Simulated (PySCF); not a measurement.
## Run report: ZrNH₂Cl₃, energy and gradient calculation

ZrNH₂Cl₃ (Zr(NH2)Cl3), SMILES [NH2][Zr]([Cl])([Cl])[Cl], computed with HF/def2-SVP, RHF, core potentials def2-svp (PySCF 2.14.0).

The geometry comes from this level: GFN2-xTB. Figures and captions count atoms from 1; the log counts them from 0 in places.

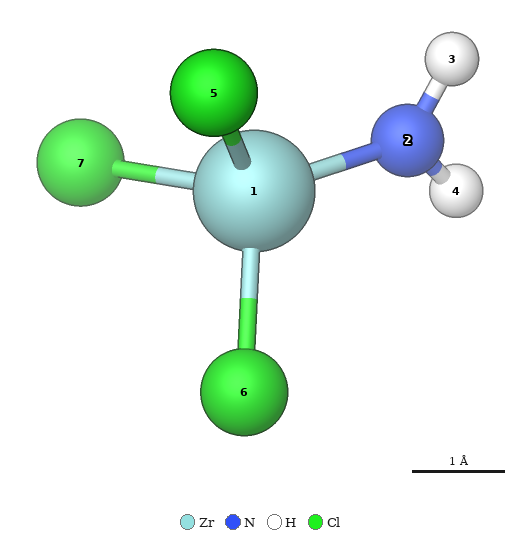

Figure 1. The structure as given in the input (ball-and-stick view, seen at a tilt; atoms are numbered from 1 in the order of the input). Sticks mark near contacts. Bond lengths as drawn: Cl–Zr 2.27 Å, H–N 1.02 to 1.03 Å and N–Zr 1.98 Å.

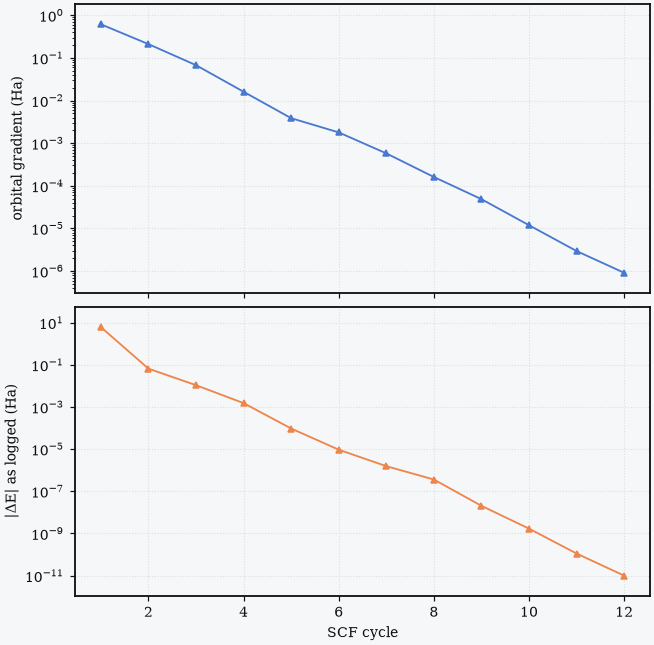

Figure 2. Convergence of the self-consistent field: orbital gradient and size of the energy change against the SCF cycle. The residual falls at every step.

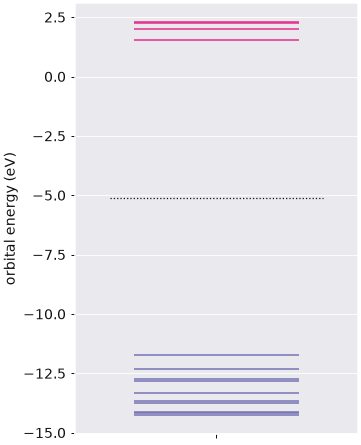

Figure 3. Orbital energies near the frontier; the dotted line parts filled from empty levels, and levels within 0.02 eV of each other stand side by side. Highest filled −11.74 eV, lowest empty 1.54 eV, 13.28 eV apart.

The input and output of the run follow.

### Input file (run.py)
```python
import pyscf.grad
from pyscf import gto

mol = gto.Mole()
mol.atom = '''
Zr     0.003572    -0.010582    -1.155586
N      0.020995     0.039420     2.592345
H      1.444318    -0.574911     3.751050
H     -1.417805     0.657587     3.732417
Cl     3.894763    -0.053876    -2.969705
Cl    -1.995041     3.322857    -2.983462
Cl    -1.950802    -3.380493    -2.967059
'''
mol.max_memory = 1860
mol.basis = 'def2-svp'
mol.verbose = 4
mol.unit = 'bohr'
mol.ecp = {'Zr': 'def2-svp'}
mol.build()

mf = mol.RHF()
mf.conv_tol = 1e-10
mf.kernel()
if not mf.converged:
    mf = mf.newton().run(mf.mo_coeff, mf.mo_occ)

energy = mf.e_tot
print('E(%s) = %.9f' % ('HF', energy))
grad = mf.Gradients().kernel()
dip = mf.dip_moment()
pop, q = mf.mulliken_pop()
```

Launched with:
```bash
OMP_NUM_THREADS=1 python run.py
```

### Log
```
PySCF version 2.14.0

[INPUT] num. atoms = 7
[INPUT] num. electrons = 72
[INPUT] charge = 0
[INPUT] spin (= nelec alpha-beta = 2S) = 0
[INPUT] symmetry False subgroup None
[INPUT] Mole.unit = bohr
[INPUT] Symbol           X                Y                Z      unit          X                Y                Z       unit  Magmom
[INPUT]  1 Zr     0.001890220997  -0.005599753246  -0.611509776458 AA    0.003572000000  -0.010582000000  -1.155586000000 Bohr   0.0
[INPUT]  2 N      0.011110075543   0.020860165654   1.371809896842 AA    0.020995000000   0.039420000000   2.592345000000 Bohr   0.0
[INPUT]  3 H      0.764300170922  -0.304229799507   1.984970177021 AA    1.444318000000  -0.574911000000   3.751050000000 Bohr   0.0
[INPUT]  4 H     -0.750270095528   0.347980054597   1.975110018050 AA   -1.417805000000   0.657587000000   3.732417000000 Bohr   0.0
[INPUT]  5 Cl     2.061019821534  -0.028509951416  -1.571500209155 AA    3.894763000000  -0.053876000000  -2.969705000000 Bohr   0.0
[INPUT]  6 Cl    -1.055730232051   1.758380199546  -1.578780100046 AA   -1.995041000000   3.322857000000  -2.983462000000 Bohr   0.0
[INPUT]  7 Cl    -1.032319961417  -1.788879857275  -1.570100006255 AA   -1.950802000000  -3.380493000000  -2.967059000000 Bohr   0.0

nuclear repulsion = 371.318451692975
number of shells = 47
number of NR pGTOs = 203
number of NR cGTOs = 109
basis = def2-svp
ecp = {'Zr': 'def2-svp'}

******** <class 'pyscf.scf.hf.RHF'> ********
method = RHF
initial guess = minao
damping factor = 0
level_shift factor = 0
DIIS = <class 'pyscf.scf.diis.CDIIS'>
diis_start_cycle = 1
diis_space = 8
diis_damp = 0
SCF conv_tol = 1e-10
SCF conv_tol_grad = None
SCF max_cycles = 50
direct_scf = True
direct_scf_tol = 1e-13
Set gradient conv threshold to 1e-05
Initial guess from minao.
init E= -1474.24970865792
  HOMO = -0.504052768127529  LUMO = -0.269191409033109  gap/eV = 6.39090
cycle= 1 E= -1480.37074589699  delta_E= -6.12  |g|= 0.616  |ddm|= 4.08
  HOMO = -0.394599566995594  LUMO = 0.0612182395343481  gap/eV = 12.40343
cycle= 2 E= -1480.43639006618  delta_E= -0.0656  |g|= 0.211  |ddm|= 0.887
  HOMO = -0.43836970111701  LUMO = 0.0519007115694273  gap/eV = 13.34094
cycle= 3 E= -1480.4472026097  delta_E= -0.0108  |g|= 0.0676  |ddm|= 0.369
  HOMO = -0.431283894813534  LUMO = 0.0566642124032097  gap/eV = 13.27774
cycle= 4 E= -1480.44872066091  delta_E= -0.00152  |g|= 0.0161  |ddm|= 0.0983
  HOMO = -0.43054500861272  LUMO = 0.0565013489412477  gap/eV = 13.25321
cycle= 5 E= -1480.44881572207  delta_E= -9.51e-05  |g|= 0.00386  |ddm|= 0.0254
  HOMO = -0.431701598963283  LUMO = 0.0563931120462718  gap/eV = 13.28173
cycle= 6 E= -1480.44882512762  delta_E= -9.41e-06  |g|= 0.00179  |ddm|= 0.00746
  HOMO = -0.431455511609487  LUMO = 0.0564378325025322  gap/eV = 13.27625
cycle= 7 E= -1480.44882669058  delta_E= -1.56e-06  |g|= 0.000577  |ddm|= 0.00262
  HOMO = -0.43156256410823  LUMO = 0.0564414363469839  gap/eV = 13.27927
cycle= 8 E= -1480.44882705225  delta_E= -3.62e-07  |g|= 0.000161  |ddm|= 0.00167
  HOMO = -0.431573724633652  LUMO = 0.0564446079480942  gap/eV = 13.27966
cycle= 9 E= -1480.44882707273  delta_E= -2.05e-08  |g|= 4.86e-05  |ddm|= 0.000372
  HOMO = -0.431578737679127  LUMO = 0.0564440531591927  gap/eV = 13.27978
cycle= 10 E= -1480.44882707443  delta_E= -1.7e-09  |g|= 1.19e-05  |ddm|= 0.000106
  HOMO = -0.431579140161064  LUMO = 0.0564447494779697  gap/eV = 13.27981
cycle= 11 E= -1480.44882707454  delta_E= -1.12e-10  |g|= 2.95e-06  |ddm|= 2.81e-05
  HOMO = -0.431579629375412  LUMO = 0.0564446440089644  gap/eV = 13.27982
cycle= 12 E= -1480.44882707455  delta_E= -1e-11  |g|= 9.1e-07  |ddm|= 7.48e-06
  HOMO = -0.431579621264128  LUMO = 0.0564446982662187  gap/eV = 13.27982
Extra cycle  E= -1480.44882707455  delta_E= 3.18e-12  |g|= 4.23e-07  |ddm|= 1.78e-06
converged SCF energy = -1480.44882707455
E(HF) = -1480.448827075

******** <class 'pyscf.grad.rhf.Gradients'> for <class 'pyscf.scf.hf.RHF'> ********
unit = Eh/Bohr
--------------- RHF gradients ---------------
         x                y                z
0 Zr    -0.0024174703    -0.0030091454    -0.0113209820
1 N     0.0008540821     0.0001376867    -0.0385761804
2 H     0.0107146670    -0.0047915654     0.0090768910
3 H    -0.0114240427     0.0047453270     0.0091368087
4 Cl    -0.0380595007     0.0007039751     0.0100165673
5 Cl     0.0200078803    -0.0327180728     0.0104195239
6 Cl     0.0203243844     0.0349317948     0.0112473716
----------------------------------------------
Dipole moment(X, Y, Z, Debye):  0.10388,  0.10607,  4.04913
 ** Mulliken pop  **
pop of  0 Zr 4s          -0.48343
pop of  0 Zr 5s           1.63556
pop of  0 Zr 6s           0.87566
pop of  0 Zr 7s           0.27382
pop of  0 Zr 8s          -0.03275
pop of  0 Zr 4px          1.97304
pop of  0 Zr 4py          1.97553
pop of  0 Zr 4pz          1.97804
pop of  0 Zr 5px          0.12603
pop of  0 Zr 5py          0.13470
pop of  0 Zr 5pz          0.12981
pop of  0 Zr 6px          0.04350
pop of  0 Zr 6py          0.05192
pop of  0 Zr 6pz          0.04583
pop of  0 Zr 4dxy         0.26508
pop of  0 Zr 4dyz         0.29023
pop of  0 Zr 4dz^2        0.38462
pop of  0 Zr 4dxz         0.22949
pop of  0 Zr 4dx2-y2      0.25975
pop of  0 Zr 5dxy         0.08130
pop of  0 Zr 5dyz         0.11522
pop of  0 Zr 5dz^2        0.06904
pop of  0 Zr 5dxz         0.08341
pop of  0 Zr 5dx2-y2      0.08228
pop of  0 Zr 4f-3         0.01831
pop of  0 Zr 4f-2         0.01827
pop of  0 Zr 4f-1         0.02433
pop of  0 Zr 4f+0         0.03073
pop of  0 Zr 4f+1         0.01775
pop of  0 Zr 4f+2         0.01795
pop of  0 Zr 4f+3         0.01921
pop of  1 N 1s            1.98981
pop of  1 N 2s            0.94763
pop of  1 N 3s            0.56068
pop of  1 N 2px           0.72648
pop of  1 N 2py           0.84694
pop of  1 N 2pz           0.80593
pop of  1 N 3px           0.49078
pop of  1 N 3py           0.76909
pop of  1 N 3pz           0.48301
pop of  1 N 3dxy          0.00094
pop of  1 N 3dyz          0.00122
pop of  1 N 3dz^2         0.00119
pop of  1 N 3dxz          0.00472
pop of  1 N 3dx2-y2       0.00084
pop of  2 H 1s            0.68696
pop of  2 H 2s            0.08691
pop of  2 H 2px           0.02024
pop of  2 H 2py           0.01311
pop of  2 H 2pz           0.01444
pop of  3 H 1s            0.68685
pop of  3 H 2s            0.08722
pop of  3 H 2px           0.02039
pop of  3 H 2py           0.01312
pop of  3 H 2pz           0.01425
pop of  4 Cl 1s           1.99946
pop of  4 Cl 2s           1.99148
pop of  4 Cl 3s           1.20120
pop of  4 Cl 4s           0.75269
pop of  4 Cl 2px          1.98041
pop of  4 Cl 2py          1.98089
pop of  4 Cl 2pz          1.98069
pop of  4 Cl 3px          0.69844
pop of  4 Cl 3py          0.70606
pop of  4 Cl 3pz          0.70082
pop of  4 Cl 4px          1.04012
pop of  4 Cl 4py          1.15177
pop of  4 Cl 4pz          1.12644
pop of  4 Cl 3dxy         0.00319
pop of  4 Cl 3dyz         0.00090
pop of  4 Cl 3dz^2        0.00225
pop of  4 Cl 3dxz         0.00505
pop of  4 Cl 3dx2-y2      0.00431
pop of  5 Cl 1s           1.99946
pop of  5 Cl 2s           1.99148
pop of  5 Cl 3s           1.20083
pop of  5 Cl 4s           0.75300
pop of  5 Cl 2px          1.98076
pop of  5 Cl 2py          1.98054
pop of  5 Cl 2pz          1.98070
pop of  5 Cl 3px          0.70366
pop of  5 Cl 3py          0.70054
pop of  5 Cl 3pz          0.70107
pop of  5 Cl 4px          1.12363
pop of  5 Cl 4py          1.07064
pop of  5 Cl 4pz          1.12681
pop of  5 Cl 3dxy         0.00403
pop of  5 Cl 3dyz         0.00400
pop of  5 Cl 3dz^2        0.00223
pop of  5 Cl 3dxz         0.00196
pop of  5 Cl 3dx2-y2      0.00344
pop of  6 Cl 1s           1.99946
pop of  6 Cl 2s           1.99146
pop of  6 Cl 3s           1.19983
pop of  6 Cl 4s           0.75346
pop of  6 Cl 2px          1.98073
pop of  6 Cl 2py          1.98057
pop of  6 Cl 2pz          1.98072
pop of  6 Cl 3px          0.70237
pop of  6 Cl 3py          0.70141
pop of  6 Cl 3pz          0.70149
pop of  6 Cl 4px          1.12581
pop of  6 Cl 4py          1.07585
pop of  6 Cl 4pz          1.12928
pop of  6 Cl 3dxy         0.00401
pop of  6 Cl 3dyz         0.00403
pop of  6 Cl 3dz^2        0.00214
pop of  6 Cl 3dxz         0.00193
pop of  6 Cl 3dx2-y2      0.00350
 ** Mulliken atomic charges  **
charge of    0Zr =      1.26576
charge of    1N =     -0.62927
charge of    2H =      0.17834
charge of    3H =      0.17817
charge of    4Cl =     -0.32616
charge of    5Cl =     -0.32877
charge of    6Cl =     -0.33807
```

### Summary

| quantity | value |
| --- | --- |
| outcome | converged |
| total energy | −1480.448827 hartree |
| basis functions | 109 |
| largest force | 2.157 eV/Å |
| HOMO | −11.74 eV |
| LUMO | 1.54 eV |
| dipole moment | 4.05 D |
| hardware | 1 thread of Arm Neoverse V2, 24 GiB of memory available, shared host |
| wall time | 11 s |
| peak memory | 0.26 GiB |
